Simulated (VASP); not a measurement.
Band structure of NaI (rock salt). Calculation: revPBE GGA, VASP's PBE PAW potentials (set 64) (plane waves; VASP).

Unless said otherwise, spin-orbit coupling is left out, though it shifts the bands of the heavy elements here.

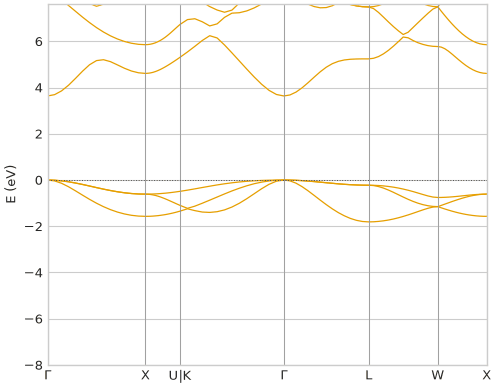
Bands along high-symmetry lines, zero at the valence-band maximum or, without a gap, the Fermi level

Question: Read the plot: is there a gap, and where are the band edges?

Answer: The gap is direct, 3.64 eV, from the valence maximum at Γ to the conduction minimum at Γ. (Edges off the drawn lines would not show.)

Measured: gap 5.90 eV (computed value off by -2.26 eV), as given by Abedi et al., (2022), arXiv:2211.14644.

The compound is NaI in the rock salt structure. It was relaxed first, which changed the volume by +10 %.
